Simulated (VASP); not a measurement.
Band structure of Al (relaxed from the diamond structure, space group Fd-3m). Method: PBEsol GGA, VASP's PBE PAW potentials (set 64) (plane waves; VASP).

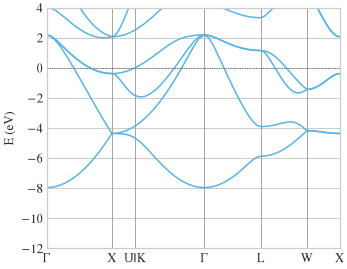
Figure: Bands along high-symmetry lines, zero at the valence-band maximum or, without a gap, the Fermi level

**Question.** Read the plot: is there a gap, and where are the band edges?

**Answer.** It has no gap at this level: it comes out as a metal or semimetal. (Edges off the drawn lines would not show.)

The structure was generated: Al was put into the diamond type (Fd-3m), which need not be its known phase. It was relaxed first, which changed the volume by +29 %.
